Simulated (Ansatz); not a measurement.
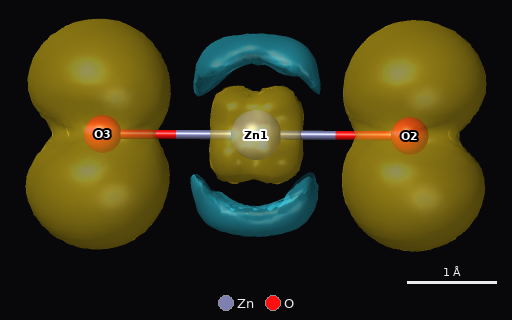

O2Zn (charge −1, doublet). Isosurfaces of the spin density at +0.015 (yellow) and −0.015 e/Å³ (cyan), seen from one side.

Geometry: PBE0-D4/def2-TZVPD; ⟨S²⟩ = 0.81, above the pure value of 0.75.

Computed with UKS PBE0-D4/def2-TZVPD in Ansatz 0.2.0.

```csv
atom,x (Å),y (Å),z (Å)
Zn,-0.0001,0.0000,0.0000
O,-0.0174,1.3719,-1.0695
O,0.0174,-1.3719,1.0695
```

> Where is the unpaired spin?

The unpaired spin (1 electron) lies mostly on O2 (about 0.5) and O3 (about 0.5), in electrons by Hirshfeld's partition.
